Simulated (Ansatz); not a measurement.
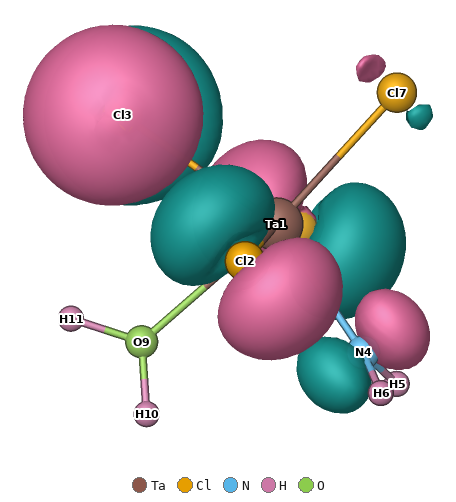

Cl4H4NOTa. The HOMO at ±0.1 Å⁻³ᐟ² (teal and pink are the two phases), seen at an oblique angle.

Core potentials replace the inner electrons of Ta.

Level of theory: RHF/def2-SVP (Ansatz).

```xyz
11

Ta   -0.0569    0.1372    0.0733
Cl    2.1910    0.8901   -0.1293
Cl    0.0717    0.1219    2.4814
N     0.1515   -0.4772   -1.7886
H    -0.5396   -1.0098   -2.2858
H     0.9491   -0.2785   -2.3655
Cl   -1.0155    2.2223   -0.1672
Cl   -2.0887   -1.0710    0.0734
O     0.9220   -1.8939    0.5658
H     1.4279   -2.3931   -0.0620
H     1.2064   -2.0808    1.4533
```

What is the character of this orbital?

Its weight (Hirshfeld) is mainly on Cl3 (about 55 %), Cl8 (about 20 %) and Cl2 (about 15 %); largely a combination of lone pairs on Cl3, Cl8 and Cl2. Its energy is −11.63 eV.
